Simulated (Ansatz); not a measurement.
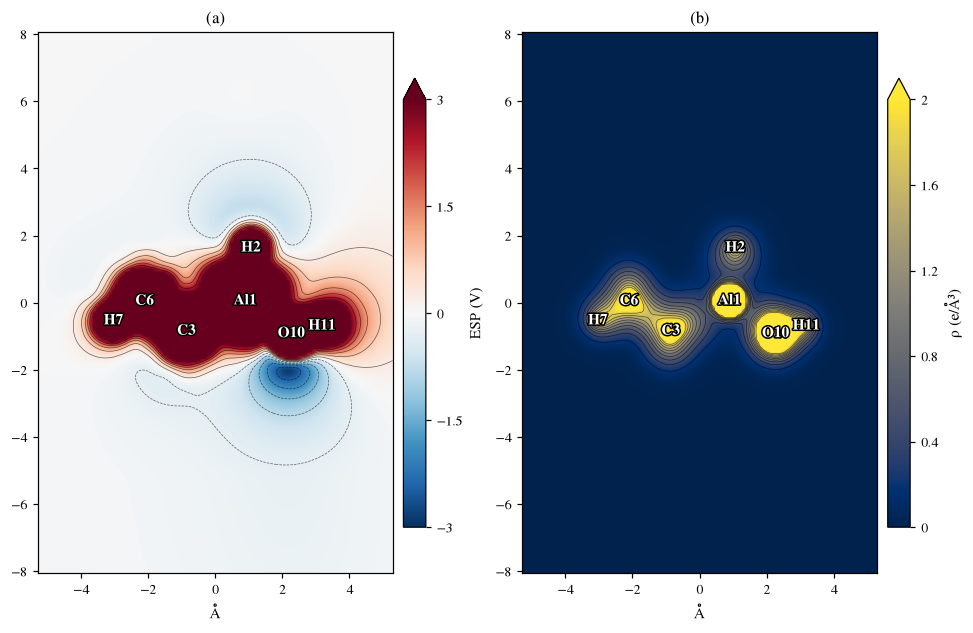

*C$_{2}$H$_{7}$AlO···H (doublet). (a) molecular electrostatic potential; (b) total electron density on the plane of atoms H2, Al1 and C3.*

Method: UHF/def2-SVP in Ansatz 0.2.0.

```xyz
12

Al   -0.0491   -0.0290   -0.3763
H    -0.3978    0.4672    1.0863
C     1.7612    0.0118   -1.1415
H     2.0322   -1.0216   -1.3939
H     1.6992    0.5211   -2.1114
C     2.8660    0.6465   -0.2851
H     3.8375    0.6188   -0.7848
H     2.6513    1.6941   -0.0573
H     2.9816    0.1321    0.6726
O    -1.2978   -0.6368   -1.3490
H    -2.2163   -0.7460   -1.1789
H    -0.3397    0.4434    5.7198
```

Question: Describe what can be read from this map.

Answer: Atoms in the plane: Al, H, C and O. C–C (1.54 Å): ρ is about 1.6 e/Å³ halfway. Al–O (1.70 Å): ρ is about 0.83 e/Å³ halfway. C–Al (1.97 Å): ρ at the midpoint is about 0.75 e/Å³. O–H (0.94 Å): ρ is about 3.8 e/Å³ halfway. C–H (1.09 Å): the density is about 1.9 e/Å³ at the midpoint. Outside the dense part of the complex the potential is most negative (−2.8 V) near O10.
